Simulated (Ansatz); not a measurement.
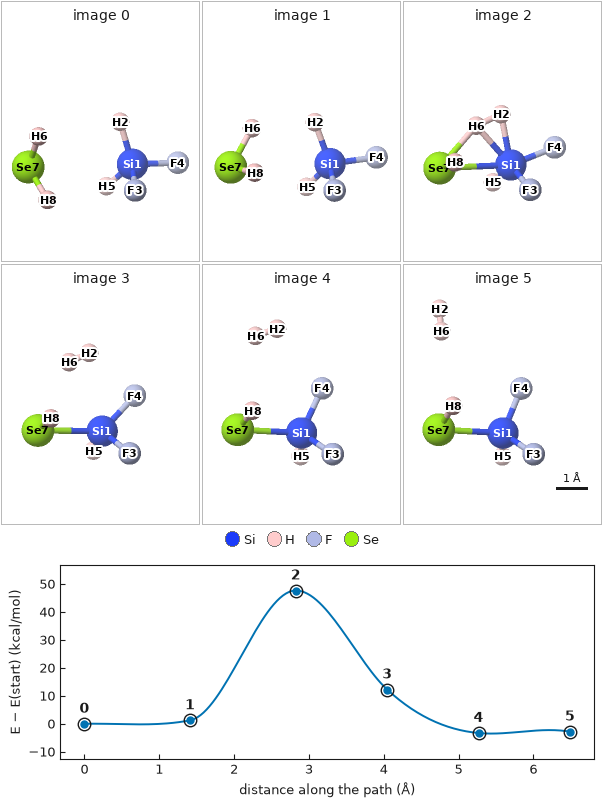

A nudged-elastic-band calculation for SiH4SeF2, made up of SiH2F2 and H₂Se. Images are numbered from 0 (start) to 5 (end). The picture is a ball-and-stick view, seen at a tilt.

Computed with RKS CAM-B3LYP-D4/def2-SVPD (Ansatz). Set-up: 4 movable images; climbing image.

> Read off the barrier and say what moves.

The energy climbs by 47.7 kcal/mol to image 2 and then falls by 50.5 kcal/mol, so the end point sits at −2.8 kcal/mol. Image 4 lies below both ends, at −3.3 kcal/mol, so an end isn't at the bottom of its valley. Breaking: H6–Se7 (1.47 → 1.89 at the top → 3.41 Å), Si1–H2 (1.47 → 1.69 at the top → 4.56 Å). Forming: H2–H6 (3.34 → 0.96 at the top → 0.75 Å), Si1–Se7 (3.62 → 2.55 at the top → 2.25 Å). The band converged in 21 iterations. The largest component of the band force went from 3.6 to 0.023 eV/Å. The climbing image converged on the top of the path. Its curvatures weren't checked. The largest force component is 1.23 eV/Å at the start and 1.41 eV/Å at the end; an end with forces this large is no minimum, and the barrier measured from it can be far off.

Limits of the set-up: the start holds two separate molecules, 3.0 Å apart at their closest, whose relative position is a soft coordinate.

Cost: 4.6 min on 4 threads of Intel Xeon Platinum 8488C, on a shared host.
